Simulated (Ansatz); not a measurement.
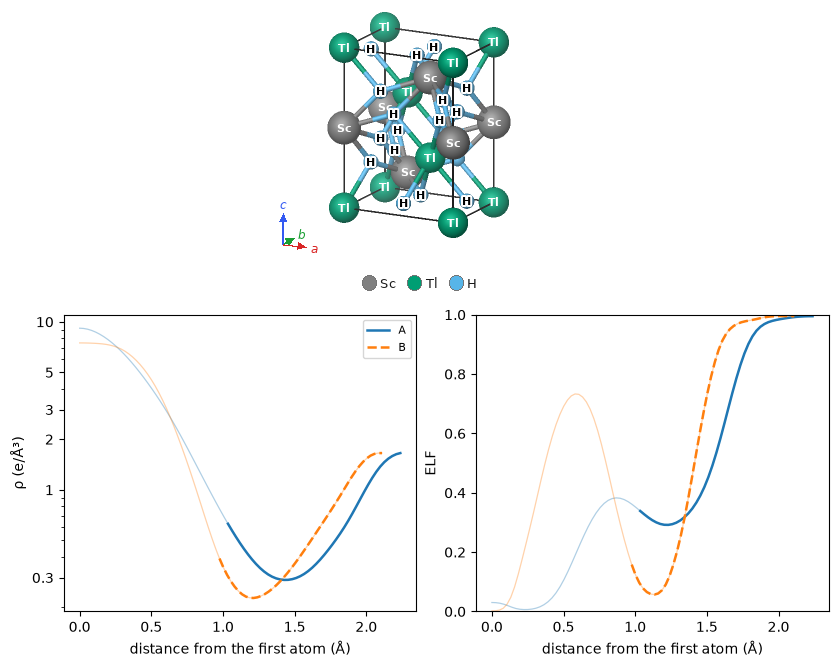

Figure 1: ScTlH₆. Valence electron density and ELF along straight lines between neighbouring atoms. Thin, pale parts lie inside the atomic spheres. The structure is drawn too.

Space group R-3m; a structure from a database of computed crystals, not necessarily the ambient phase; started from the LaAlH6-166 prototype, which need not be the ambient phase.

All numbers below come from Ansatz 0.2.0, DFT, PBEsol, plane waves, PAW.

The density is the valence pseudo-density of a PAW calculation; it isn't the true density close to the nuclei.

### Which curve belongs to which contact (Sc–H and Tl–H)? The first atom named is at distance zero.

Curve A: Tl–H (2.24 Å): ρ is about 0.48 e/Å³ halfway; the ELF climbs to about 1 towards the hydrogen. Curve B: Sc–H (2.11 Å): ρ at the midpoint is about 0.29 e/Å³; the ELF climbs to about 1 towards the hydrogen.
